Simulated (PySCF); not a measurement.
## Two runs on CH8FPSi2

System: CH8FPSi2.
Method of run 1: TDDFT PBE0/def2-SVPD, vertical, gas phase, core orbitals frozen in the response (PySCF 2.14.0).

The geometry comes from this level: PBE0-D3(BJ)/def2-SVP. Text and figures count atoms from 1; the logs count them from 0 in places.

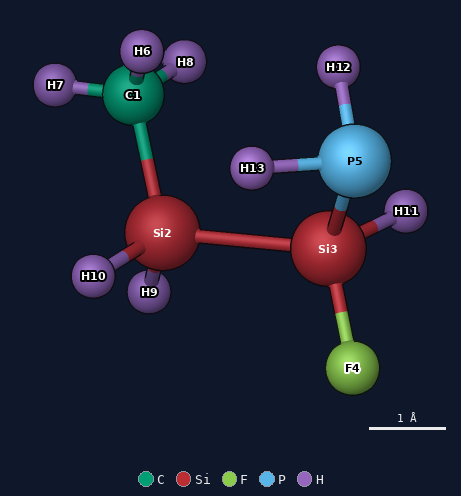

The input geometry (ball-and-stick view, seen at a tilt; atoms are numbered from 1 in the order of the input). Bond lengths as drawn: C–H 1.10 Å, C–Si 1.89 Å, F–Si 1.64 Å, H–P 1.43 Å, H–Si 1.50 Å, P–Si 2.26 Å and Si–Si 2.34 Å.

**Input, run 1**
```
{"job": {"kind": "uv", "xc": "PBE0", "basis": "def2-SVPD", "ip": true}, "charge": 0, "multiplicity": 1}
C      1.773172     0.487592     0.433085
Si     0.744478    -0.090712    -1.037095
Si    -1.259286    -1.016875    -0.255299
F     -2.179520    -1.468979    -1.530292
P     -2.465967     0.431019     0.997709
H      1.221598     1.233611     1.025275
H      2.711773     0.948608     0.089660
H      2.028996    -0.355416     1.092561
H      1.505530    -1.084371    -1.857949
H      0.387967     1.069953    -1.913615
H     -1.042894    -2.225513     0.598873
H     -1.448344     0.451198     2.004200
H     -1.970360     1.602298     0.344251
```

The first line tells a small driver script what to run in PySCF; the rest is the geometry in Å.

Command:
```bash
OMP_NUM_THREADS=1 python <driver script> task.json out
```

Hardware: 1 CPU thread, shared host.

**Output (run 1)**
```
coarse grid: 12008 points
cycle   1  E = -1062.0798936024  dE = -3.886e-02  |g| = 5.388e-01  |ddm| = 3.978e+00
cycle   2  E = -1062.0054980535  dE =  7.440e-02  |g| = 8.574e-01  |ddm| = 1.292e+00
cycle   3  E = -1062.1379756865  dE = -1.325e-01  |g| = 7.109e-02  |ddm| = 7.355e-01
cycle   4  E = -1062.1389112900  dE = -9.356e-04  |g| = 2.836e-02  |ddm| = 1.043e-01
cycle   5  E = -1062.1391222420  dE = -2.110e-04  |g| = 3.410e-03  |ddm| = 3.566e-02
cycle   6  E = -1062.1391263490  dE = -4.107e-06  |g| = 9.186e-04  |ddm| = 8.182e-03
final grid: 101568 points
cycle   7  E = -1062.2642062244  dE = -1.748e-05  |g| = 5.129e-03  |ddm| = 7.497e-02
cycle   8  E = -1062.2642029754  dE =  3.249e-06  |g| = 6.149e-03  |ddm| = 1.538e-02
cycle   9  E = -1062.2642138336  dE = -1.086e-05  |g| = 3.242e-04  |ddm| = 7.718e-03
cycle  10  E = -1062.2642138607  dE = -2.717e-08  |g| = 1.280e-04  |ddm| = 6.595e-04
cycle  11  E = -1062.2642138636  dE = -2.857e-09  |g| = 4.852e-05  |ddm| = 1.854e-04
cycle  12  E = -1062.2642138641  dE = -4.575e-10  |g| = 7.690e-06  |ddm| = 6.671e-05
converged SCF energy = -1062.2642138641

Static polarisability (au): isotropic 98.190, principal 84.151 93.056 117.362

Singlet excitations
state   eV       nm        f      main configurations
  1   5.6026    221.3   0.03646   H->L 0.91
  2   6.2033    199.9   0.00647   H->L+1 0.47, H->L+2 0.28, H->L+3 0.20
  3   6.3966    193.8   0.06273   H->L+2 0.52, H->L+3 0.40
  4   6.5051    190.6   0.25594   H->L+1 0.41, H->L+3 0.33, H-1->L 0.08
  5   6.8433    181.2   0.08492   H-1->L 0.83
  6   7.1476    173.5   0.05189   H->L+4 0.85
  7   7.2906    170.1   0.01623   H->L+5 0.77, H->L+6 0.10
  8   7.3545    168.6   0.00904   H-2->L 0.84
  9   7.5412    164.4   0.00757   H->L+6 0.64, H-1->L+1 0.22
 10   7.5853    163.5   0.16779   H-1->L+1 0.56, H->L+6 0.16, H->L+5 0.11

Triplet excitations (Tamm-Dancoff, eV): 4.9368 5.3986 5.4914 5.9222
Vertical ionisation energy (delta-SCF) = 9.2117 eV
```

For run 2 the input was changed thus:
```diff
-"basis": "def2-SVPD"
-"ip": true
+"basis": "6-31G*"
```

How does run 2 compare with run 1?

The total energy of run 2 is 198.0 kcal/mol lower, which measures the change of basis and not a stability. The HOMO goes from −7.38 to −7.26 eV. The LUMO goes from −0.63 to −0.36 eV. The dipole moment goes from 2.74 to 2.87 D. The lowest excitation goes from 5.60 to 5.78 eV. The strongest computed line goes from 6.51 to 6.76 eV. Diffuse functions give room to the loosely bound empty orbitals, which lowers the LUMO. The number of SCF iterations is the same. The basis functions go from 179 to 98.

**Output (run 2)**
```
coarse grid: 12008 points
cycle   1  E = -1062.5592498027  dE =  1.060e-02  |g| = 6.037e-01  |ddm| = 3.035e+00
cycle   2  E = -1062.4717149502  dE =  8.753e-02  |g| = 9.444e-01  |ddm| = 1.481e+00
cycle   3  E = -1062.6310091341  dE = -1.593e-01  |g| = 7.410e-02  |ddm| = 9.549e-01
cycle   4  E = -1062.6321246976  dE = -1.116e-03  |g| = 2.738e-02  |ddm| = 9.226e-02
cycle   5  E = -1062.6323215556  dE = -1.969e-04  |g| = 3.951e-03  |ddm| = 2.996e-02
cycle   6  E = -1062.6323274643  dE = -5.909e-06  |g| = 8.559e-04  |ddm| = 7.557e-03
final grid: 101568 points
cycle   7  E = -1062.5797810539  dE = -1.121e-05  |g| = 5.517e-03  |ddm| = 2.002e-02
cycle   8  E = -1062.5797781151  dE =  2.939e-06  |g| = 6.509e-03  |ddm| = 1.327e-02
cycle   9  E = -1062.5797901368  dE = -1.202e-05  |g| = 3.935e-04  |ddm| = 6.799e-03
cycle  10  E = -1062.5797901809  dE = -4.405e-08  |g| = 1.104e-04  |ddm| = 6.061e-04
cycle  11  E = -1062.5797901827  dE = -1.795e-09  |g| = 4.305e-05  |ddm| = 1.316e-04
cycle  12  E = -1062.5797901831  dE = -3.704e-10  |g| = 7.898e-06  |ddm| = 4.818e-05
converged SCF energy = -1062.5797901831

Static polarisability (au): isotropic 82.019, principal 69.467 75.815 100.776

Singlet excitations
state   eV       nm        f      main configurations
  1   5.7839    214.4   0.06219   H->L 0.90
  2   6.4620    191.9   0.02290   H->L+2 0.94
  3   6.7612    183.4   0.26254   H->L+1 0.71, H-1->L 0.21
  4   7.0327    176.3   0.18263   H-1->L 0.70, H->L+1 0.16
  5   7.2471    171.1   0.00695   H->L+3 0.94
  6   7.5483    164.3   0.00491   H-2->L 0.90
  7   7.8399    158.1   0.12185   H-1->L+1 0.46, H-1->L+2 0.36
  8   7.9123    156.7   0.02027   H-1->L+2 0.36, H-1->L+1 0.31, H-3->L 0.26
  9   8.0118    154.8   0.02972   H-3->L 0.37, H-4->L 0.31, H->L+4 0.12
 10   8.0809    153.4   0.01545   H-4->L 0.63, H-3->L 0.11, H->L+4 0.09

Triplet excitations (Tamm-Dancoff, eV): 5.0818 5.5657 5.6610 6.3606
```

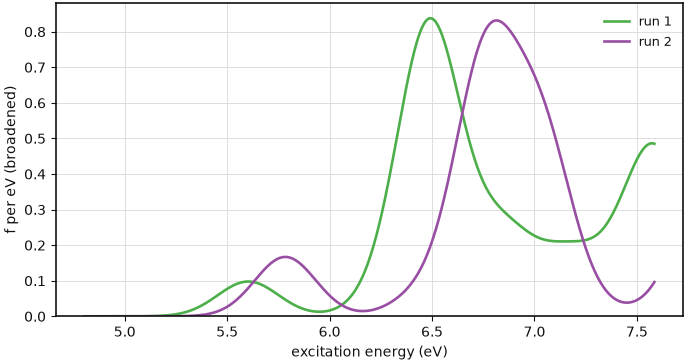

Absorption of the two runs from their computed states, each broadened by a Gaussian of 0.35 eV full width; the range ends where the shorter list of states ends.

**The two runs side by side**

```tsv
quantity	run 1	run 2
outcome	converged	converged
total energy (hartree)	−1062.264214	−1062.579790
HOMO (eV)	−7.38	−7.26
LUMO (eV)	−0.63	−0.36
dipole moment (D)	2.74	2.87
lowest excitation (eV)	5.60	5.78
SCF iterations	12	12
strongest computed line (eV)	6.51	6.76
basis functions	179	98
wall time (shared host)	75 s	17 s
```
